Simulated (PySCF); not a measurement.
Vertical excitations of a molecule C3H4BF3 from TDDFT-CAM-B3LYP/def2-SVPD (PySCF), as energy in eV (oscillator strength): 6.25 (0.421), 7.41 (0.019), 7.76 (0.005), 7.84 (0.000), 8.45 (0.006), 8.70 (0.004), 8.87 (0.000), 8.97 (0.027), 9.23 (0.087), 9.39 (0.000). Lowest triplet (TDA): 3.76 eV. Geometry: PBE-D3(BJ)/def2-SVP. Other conformers were not sampled.

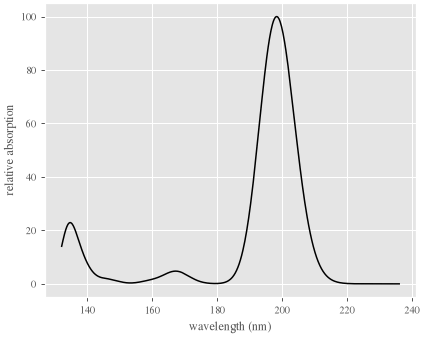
The lines broadened by 0.4 eV.

Problem. Pick the molecule that these values belong to.
A. FB(F)C1(F)CC1
B. FB(F)[C@@H]1C[C@H]1F
C. C=C(F)CB(F)F
D. C/C(F)=C\B(F)F

Solution. D, C/C(F)=C\B(F)F
